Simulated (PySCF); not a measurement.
# CoOBr: singlet, from a bent start

Where does singlet CoOBr go from a bent start, is the end point a minimum, and what are its modes, charges and moments?

The runs use PySCF 2.14.0; PBE0, basis Co def2-TZVP, O def2-TZVP, Br def2-TZVP, no relativity, density fitting.

## (1) The system as given

3 atoms, charge 0, spin multiplicity 1.

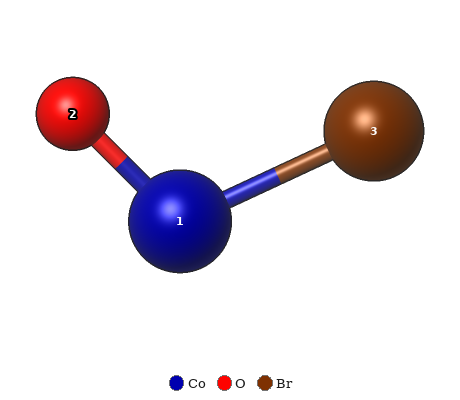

Start geometry, drawn with cobalt blue, oxygen red, bromine brown; atoms are numbered from 1 in the order of the file.

```xyz
3
charge 0 multiplicity 1
Co    0.0000    0.0000    0.0000
O    -1.3106    0.0000    0.9177
Br    1.8431    0.0000    1.2905
```

## (2) Finding the electronic state

One driver script runs all steps and calls PySCF; scf.py shows how it sets up the SCF of each step. The optimiser is the driver's own. After this first run the driver tries any further starts and a stability analysis.

File scf.py:

```python
from pyscf import gto, scf, dft
mol = gto.M(atom='''
Co     0.000000     0.000000     0.000000
O     -1.310600     0.000000     0.917700
Br     1.843100     0.000000     1.290500''',
    basis={'Co': 'def2-TZVP', 'O': 'def2-TZVP', 'Br': 'def2-TZVP'},
    charge=0, spin=0)
mf = dft.RKS(mol, xc='PBE0')
mf.grids.atom_grid = (50, 194)
aux = {'Co': 'def2-universal-JKFIT', 'O': 'def2-universal-JKFIT', 'Br': 'def2-universal-JKFIT'}
mf = mf.density_fit(auxbasis=aux)
mf.conv_tol = 1e-08
mf.diis_space = 10
mf.max_cycle = 60
mf.init_guess = 'minao'
mf.verbose = 4
mf.kernel()
```

The run is started by

```sh
OMP_NUM_THREADS=4 python axn.py task.json out
```

The log of the run, shortened:

```text
[... the frontier levels of the middle cycles are left out ...]
init E= -4029.61354044295
  HOMO = 0.172800606273228  LUMO = 0.179472803495536  gap/eV = 0.18156
cycle= 1 E= -4014.33478558576  delta_E= 15.3  |g|= 8.09  |ddm|= 11.2
  HOMO = -1.29274776646185  LUMO = -1.22157572226203  gap/eV = 1.93669
cycle= 2 E= -3960.96833297891  delta_E= 53.4  |g|= 19.6  |ddm|= 18.1
  HOMO = -0.740118000521093  LUMO = -0.634308395787715  gap/eV = 2.87923
cycle= 3 E= -4006.99476496882  delta_E=  -46  |g|= 13.8  |ddm|= 10.3
cycle= 4 E= -4012.33015544635  delta_E= -5.34  |g|= 11.8  |ddm|= 3.31
cycle= 5 E= -4014.57340166686  delta_E= -2.24  |g|= 10.4  |ddm|= 3.79
cycle= 6 E= -4017.51278294302  delta_E= -2.94  |g|= 9.33  |ddm|= 4.05
cycle= 7 E= -4017.58780486361  delta_E= -0.075  |g|= 8.67  |ddm|=  3.8
cycle= 8 E= -4029.22856124968  delta_E= -11.6  |g|= 4.55  |ddm|= 6.66
cycle= 9 E= -4028.79440151108  delta_E= 0.434  |g|=  4.6  |ddm|= 1.16
cycle= 10 E= -4029.52315704354  delta_E= -0.729  |g|=  4.1  |ddm|= 0.419
cycle= 11 E= -4030.63898329508  delta_E= -1.12  |g|= 2.66  |ddm|= 0.73
cycle= 12 E= -4029.73779524872  delta_E= 0.901  |g|= 3.63  |ddm|= 1.91
cycle= 13 E= -4031.49903997902  delta_E= -1.76  |g|= 0.22  |ddm|=  1.4
cycle= 14 E= -4031.4965225832  delta_E= 0.00252  |g|= 0.256  |ddm|= 0.246
cycle= 15 E= -4031.50674528464  delta_E= -0.0102  |g|= 0.0417  |ddm|= 0.114
cycle= 16 E= -4031.50712623644  delta_E= -0.000381  |g|= 0.0284  |ddm|= 0.0459
cycle= 17 E= -4031.50727525892  delta_E= -0.000149  |g|= 0.00771  |ddm|= 0.0177
cycle= 18 E= -4031.50734172055  delta_E= -6.65e-05  |g|= 0.00486  |ddm|= 0.0249
cycle= 19 E= -4031.50737132103  delta_E= -2.96e-05  |g|= 0.00182  |ddm|= 0.0171
cycle= 20 E= -4031.50738675879  delta_E= -1.54e-05  |g|= 0.00107  |ddm|= 0.0151
cycle= 21 E= -4031.50739268577  delta_E= -5.93e-06  |g|= 0.000675  |ddm|= 0.0134
cycle= 22 E= -4031.50739316858  delta_E= -4.83e-07  |g|= 0.000336  |ddm|= 0.00343
cycle= 23 E= -4031.507393346  delta_E= -1.77e-07  |g|= 0.000141  |ddm|= 0.00126
cycle= 24 E= -4031.50739344555  delta_E= -9.95e-08  |g|= 8.56e-05  |ddm|= 0.00107
cycle= 25 E= -4031.50739350627  delta_E= -6.07e-08  |g|= 9.75e-05  |ddm|= 0.00115
cycle= 26 E= -4031.50739352328  delta_E= -1.7e-08  |g|= 1.65e-05  |ddm|= 0.000766
cycle= 27 E= -4031.50739352407  delta_E= -7.87e-10  |g|= 1.5e-05  |ddm|= 0.000167
  HOMO = -0.295019890478811  LUMO = -0.174910825140134  gap/eV = 3.26833
Extra cycle  E= -4031.5073935237  delta_E= 3.69e-10  |g|= 5.78e-05  |ddm|= 3.47e-05
converged SCF energy = -4031.5073935237
```

This step, with its further starts and checks, took 21 s on 4 threads of AMD EPYC 7R43 (Zen 3), shared host.

Energies from each starting density:

| start | energy (Eh) |
| --- | --- |
| the minimal-basis guess | -4031.507394 |
| a thermally smeared density | -4031.507394 |
| a smeared PBE density | -4031.507394 |

No lower closed-shell solution turned up from the other starts or in the test of internal stability.

## (3) Relaxing the singlet from the bent start

The program finds Cs symmetry in the start, which this walk keeps. The walk stops when the largest gradient is under 0.0003 Eh/bohr and the energy has settled too.

Changes to scf.py since step 2:

```diff
@@ -3,3 +3,3 @@
-Co     0.000000     0.000000     0.000000
-O     -1.310600     0.000000     0.917700
-Br     1.843100     0.000000     1.290500''',
+Co    -0.809193     0.000000    -0.757396
+O     -2.119793     0.000000     0.160304
+Br     1.033907     0.000000     0.533104''',
@@ -15 +14,0 @@
-mf.init_guess = 'minao'
```

Energy and gradient, step by step:

| step | energy (Eh) | change (kJ/mol) | largest symmetric gradient (Eh/bohr) |
| --- | --- | --- | --- |
| 0 | -4031.507394 | 0.00 | 0.04891 |
| 1 | -4031.513077 | -14.92 | 0.01388 |
| 2 | -4031.514877 | -19.65 | 0.00639 |
| 3 | -4031.515974 | -22.53 | 0.01244 |
| 4 | -4031.516450 | -23.78 | 0.01104 |
| 5 | -4031.516630 | -24.25 | 0.00038 |
| 6 | -4031.516633 | -24.26 | 0.00037 |
| 7 | -4031.516633 | -24.26 | 0.00009 |

The walk took 27 s.

Positions (Å) and forces (eV/Å) along the way:

```
step 0
Co  -0.809   0.000  -0.757  -1.086   0.000   2.514
O   -2.120   0.000   0.160   1.767   0.000  -1.712
Br   1.034   0.000   0.533  -0.681   0.000  -0.802
step 1
Co  -0.812   0.000  -0.697   0.504   0.000   0.713
O   -2.116   0.000   0.124  -0.213   0.000  -0.257
Br   1.033   0.000   0.509  -0.291   0.000  -0.457
step 4
Co  -0.788   0.000  -0.529  -0.565   0.000   0.120
O   -2.238   0.000   0.021   0.365   0.000  -0.195
Br   1.131   0.000   0.444   0.200   0.000   0.074
step 7
Co  -0.796   0.000  -0.501   0.003   0.000   0.003
O   -2.255   0.000   0.001   0.002   0.000  -0.004
Br   1.156   0.000   0.436  -0.005   0.000   0.002
```

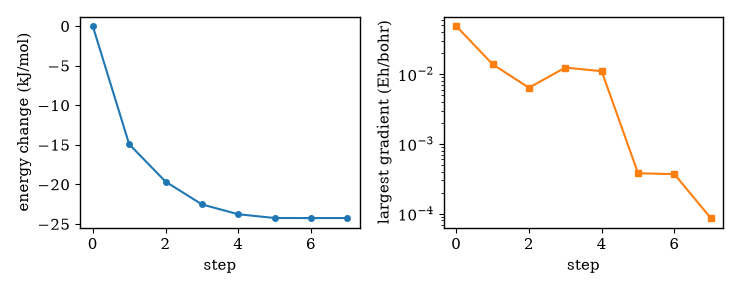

Energy and largest gradient along the walk.

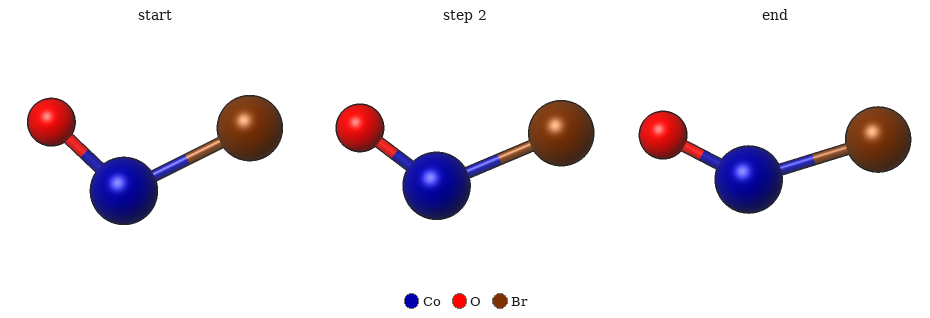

The geometry along the walk, at one scale.

End point (Cs, 7 steps, 24.3 kJ/mol gained): Co–Br 2.166 Å, Co–O 1.543 Å; Br–Co–O 135.4°.

## (4) Is it a minimum? Harmonic modes

The point is checked on the finer grid, and tightened if its gradient asks for it. The Hessian and the dipole derivatives come from central differences of analytic gradients, with steps of 0.02 bohr.

Changes to scf.py since step 3:

```diff
@@ -3,3 +3,3 @@
-Co    -0.809193     0.000000    -0.757396
-O     -2.119793     0.000000     0.160304
-Br     1.033907     0.000000     0.533104''',
+Co    -0.849628     0.000000    -0.528230
+O     -2.312004     0.000000    -0.034168
+Br     1.105236     0.000000     0.402570''',
@@ -9 +9 @@
-mf.grids.atom_grid = (50, 194)
+mf.grids.atom_grid = (75, 302)
@@ -12 +12 @@
-mf.conv_tol = 1e-08
+mf.conv_tol = 1e-10
```

The driver hands on the density of the step before, so the log starts near convergence.

SCF at the final geometry:

```text
init E= -4031.51653913415
  HOMO = -0.297086828016686  LUMO = -0.173052679444153  gap/eV = 3.37514
cycle= 1 E= -4031.5165391282  delta_E= 5.95e-09  |g|= 0.000233  |ddm|= 8e-05
  HOMO = -0.297121510722584  LUMO = -0.173100512749639  gap/eV = 3.37478
cycle= 2 E= -4031.51653888925  delta_E= 2.39e-07  |g|= 0.00146  |ddm|= 0.000468
  HOMO = -0.297096192590743  LUMO = -0.173063953364245  gap/eV = 3.37509
cycle= 3 E= -4031.51653913383  delta_E= -2.45e-07  |g|= 4.79e-05  |ddm|= 0.000405
  HOMO = -0.297093013236633  LUMO = -0.17306074613966  gap/eV = 3.37509
cycle= 4 E= -4031.51653913437  delta_E= -5.37e-10  |g|= 2.85e-06  |ddm|= 3.01e-05
  HOMO = -0.297092922438017  LUMO = -0.173060675323889  gap/eV = 3.37509
cycle= 5 E= -4031.51653913437  delta_E= 1.82e-12  |g|= 1.22e-06  |ddm|= 3.26e-06
  HOMO = -0.29709285045357  LUMO = -0.173060622436896  gap/eV = 3.37509
Extra cycle  E= -4031.51653913436  delta_E= 2.73e-12  |g|= 1.12e-06  |ddm|= 5.18e-06
converged SCF energy = -4031.51653913436
```

The whole step took 79 s.

Geometry: Cs; Co–Br 2.165 Å, Co–O 1.544 Å; Br–Co–O 135.9°.

Harmonic modes (main isotopes):

```json
{"symmetry": "a'", "ω (cm⁻¹)": "116", "IR (km/mol)": "14.2", "μ (u)": "22.34", "type": "bend"}
{"symmetry": "a'", "ω (cm⁻¹)": "339", "IR (km/mol)": "30.6", "μ (u)": "56.42", "type": "stretch"}
{"symmetry": "a'", "ω (cm⁻¹)": "1052", "IR (km/mol)": "101", "μ (u)": "19.11", "type": "stretch"}
```

Every mode is real; the point is a minimum.

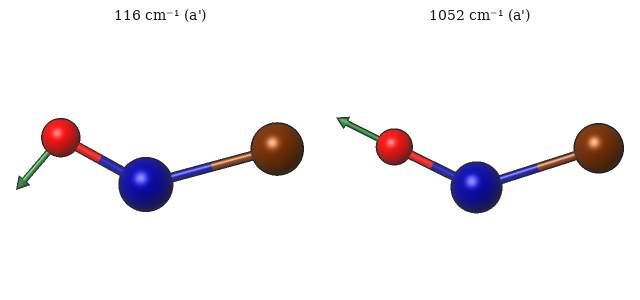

How the atoms move in 2 of the modes.

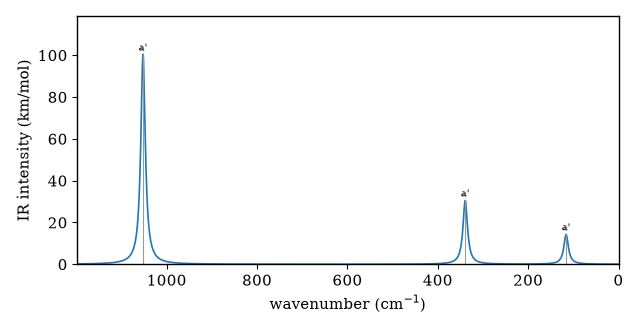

The harmonic infrared spectrum (widths in cm⁻¹). Lines are broadened to a width of 12 cm⁻¹ (Lorentzian).

Properties at this point:

| Quantity | Value |
| --- | --- |
| Dipole moment | 1.70 D |
| Highest occupied level | -8.08 eV |
| Lowest empty level | -4.71 eV |
| Rotational constants | 1.564, 0.0694, 0.06645 cm⁻¹ |
| Zero-point energy | 9.0 kJ/mol |
| Principal polarisabilities | 32.6, 37.7, 76.3 bohr³ |
| Atomisation energy without zero-point energy | 523 kJ/mol |
| Principal traceless quadrupole moments about the centre of mass | -6.16, 2.12, 4.04 D Å |
| Entropy at 298.15 K and 1 bar | 294.6 J/(mol K) |
| Heat capacity Cp at 298.15 K | 49.4 J/(mol K) |
| Enthalpy at 298.15 K above 0 K | 12.82 kJ/mol |
| Rotational symmetry number | 1 |

Charges (e) and bond orders:

```json
{"atom": "Co1", "Mulliken": "0.74", "Löwdin": "-0.02", "polar tensor": "1.00", "Mayer order to Co1": "–"}
{"atom": "O2", "Mulliken": "-0.47", "Löwdin": "-0.16", "polar tensor": "-0.60", "Mayer order to Co1": "2.07"}
{"atom": "Br3", "Mulliken": "-0.27", "Löwdin": "0.18", "polar tensor": "-0.41", "Mayer order to Co1": "1.16"}
```

Outer orbital energies (eV). occupied: -11.76, -11.36, -10.49, -9.90, -9.54, -8.93, -8.74, -8.08; empty: -4.71, -4.19, -0.81, 2.32.

Mulliken populations on Co1: s 6.50, p 12.27, d 7.48, f 0.00.

## (5) A spin-polarised start

A stability analysis found the closed shell of the lowest minimum unstable towards spin polarisation, so the unrestricted solution is followed.

The program finds Cs symmetry in the start, which may break. Threshold on the gradient: 0.0003 Eh/bohr, with a further test on the energy change.

Changes to scf.py since step 4:

```diff
@@ -3,3 +3,3 @@
-Co    -0.849628     0.000000    -0.528230
-O     -2.312004     0.000000    -0.034168
-Br     1.105236     0.000000     0.402570''',
+Co    -0.850745     0.000000    -0.528837
+O     -2.313121     0.000000    -0.034775
+Br     1.104119     0.000000     0.401963''',
@@ -8,2 +8,2 @@
-mf = dft.RKS(mol, xc='PBE0')
-mf.grids.atom_grid = (75, 302)
+mf = dft.UKS(mol, xc='PBE0')
+mf.grids.atom_grid = (50, 194)
@@ -12 +12 @@
-mf.conv_tol = 1e-10
+mf.conv_tol = 1e-08
```

Energy and gradient, step by step:

| step | energy (Eh) | change (kJ/mol) | largest gradient (Eh/bohr) |
| --- | --- | --- | --- |
| 0 | -4031.540179 | 0.00 | 0.02115 |
| 1 | -4031.541498 | -3.46 | 0.00951 |

The walk took 15 s.

Positions (Å) and forces (eV/Å) along the way:

```
step 0
Co  -0.851   0.000  -0.529   0.372   0.000  -0.614
O   -2.313   0.000  -0.035  -1.087   0.001   0.308
Br   1.104   0.000   0.402   0.716  -0.001   0.305
step 1
Co  -0.852   0.000  -0.533   0.123   0.001  -0.182
O   -2.338   0.000  -0.036  -0.489   0.002   0.070
Br   1.131   0.000   0.407   0.366  -0.002   0.112
```

It was stopped by the time limit after 1 step, so the last geometry (Co–Br 2.194 Å, Co–O 1.568 Å) is no stationary point.

## (6) Results

| quantity | value |
| --- | --- |
| minimum | singlet, Cs (closed shell, unstable towards spin polarisation) |
| geometry | Co–Br 2.165 Å, Co–O 1.544 Å; Br–Co–O 135.9° |
| wavenumbers (cm⁻¹) | 116 (a'), 339 (a'), 1052 (a') |
| dipole moment | 1.70 D |
| highest occupied, lowest empty level | -8.08, -4.71 eV |
| polar-tensor charge of Co1 | +1.00 e |
| zero-point energy | 9.0 kJ/mol |

**Reading.** The molecule stays Cs, as typed, and the end point is a minimum. The strongest infrared band lies at 1052 cm⁻¹ (a', stretch). Only this shape and spin were tried, so other structures or states may lie lower. A stability analysis at the minimum finds the closed shell unstable towards spin polarisation: an open-shell solution lies lower, and these values are not those of the lowest state.

The search up to here took 3.3 min on 4 threads of AMD EPYC 7R43 (Zen 3), shared host.
